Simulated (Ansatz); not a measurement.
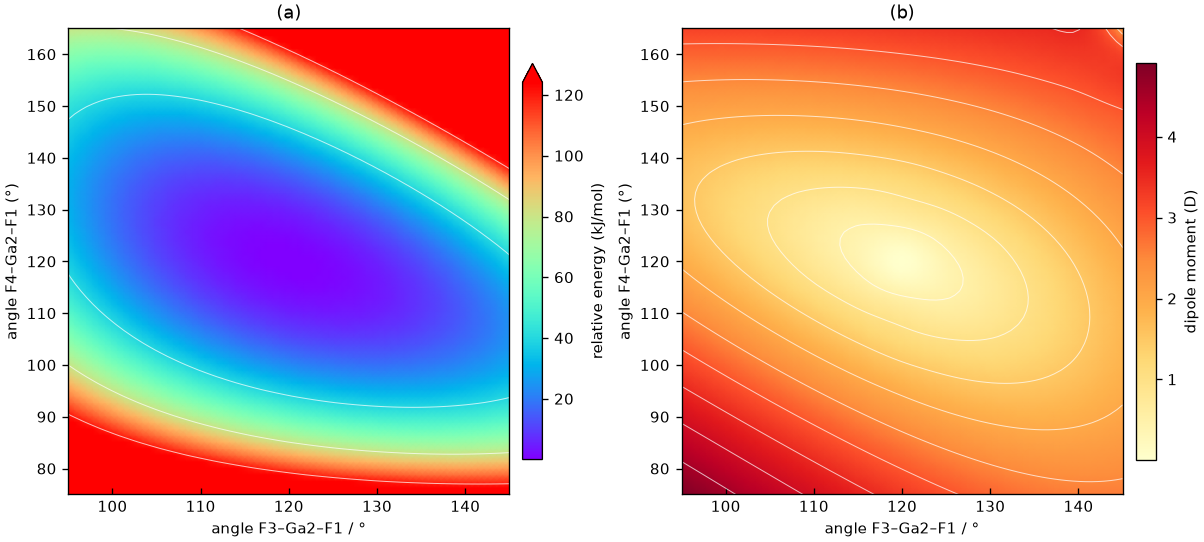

F₃Ga, SMILES [F][Ga]([F])[F]. First axis: angle F3–Ga2–F1. Second axis: angle F4–Ga2–F1. Nothing is relaxed (all other coordinates rigid). The scan uses a 13 × 13 grid; 153 points were computed and 16 follow by symmetry. Points are written as (first, second). Energies are in kJ/mol, from the lowest grid point. Level of theory: Ansatz, RKS CAM-B3LYP-D4/def2-TZVP.

Panel (a) is the energy; panel (b) is the computed dipole moment, in D.

In the figure: a smooth colour map with a few white contour lines, one colour for all values above the top of the scale. Between grid points the surface is interpolated.

How does the dipole moment vary over the map, and what is it at the lowest grid point?

Answer. Leaving out the highest fifth of the energies, it runs from 0.00 D at (120.0°, 120.0°) to 3.91 D at (95.0°, 90.0°). At the lowest grid point, (120.0°, 120.0°), it is 0.00 D.
